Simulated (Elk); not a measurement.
Band structure of Sc (P6_3/mmc, 4 atoms in the cell).

```
CELL_PARAMETERS angstrom
      3.21901     0.00000     0.00000
     -1.60950     2.78774     0.00000
      0.00000     0.00000    10.35717
ATOMIC_POSITIONS crystal
  Sc 0.00000 0.00000 0.00000
  Sc 0.00000 0.00000 0.50000
  Sc 0.33333 0.66667 0.25000
  Sc 0.66667 0.33333 0.75000
```

Level of theory: PBE, all-electron FP-LAPW, Elk's shipped species files, APW+lo basis with extra local orbitals (Elk).

Settings: xctype = 20; rgkmax = 8; swidth = 0.00183747 Ha; ngridk = 8 8 3; gmaxvr = 14 1/bohr; nxlo = 2; lorbcnd = true; lmaxi = 2; maxscl = 100.

The starting cell was generated: these elements placed on a structure prototype, without a prior relaxation; it need not be a known phase or ordering of this composition. Its lattice was rescaled by a random factor within 2.5 % of one. Values depend on the basis (sphere radii, cutoffs, local orbitals), which need not be converged.

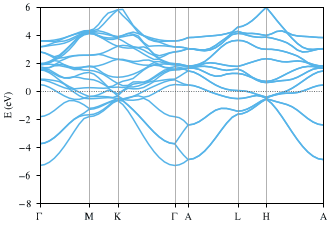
Figure: Bands along the path, energies from the Fermi level.

Levels in eV from the Fermi level, bands 19 to 26:
| point | 19 | 20 | 21 | 22 | 23 | 24 | 25 | 26 |
|---|---|---|---|---|---|---|---|---|
| Γ | -3.74 | -1.81 | 0.48 | 0.82 | 0.87 | 1.53 | 1.53 | 1.57 |
| M | -1.29 | -1.22 | -0.53 | -0.38 | -0.37 | 0.26 | 0.86 | 1.34 |
| K | -0.64 | -0.51 | -0.51 | -0.33 | -0.33 | -0.18 | 0.30 | 0.56 |
| A | -2.40 | -2.40 | 0.45 | 0.45 | 1.45 | 1.45 | 1.64 | 1.64 |
| L | -1.42 | -1.42 | -0.52 | -0.52 | 0.05 | 0.05 | 1.27 | 1.27 |
| H | -0.54 | -0.54 | -0.49 | -0.49 | -0.42 | -0.42 | 0.62 | 0.62 |

Bands cross the Fermi level along this path, so the cell is metallic at this level.
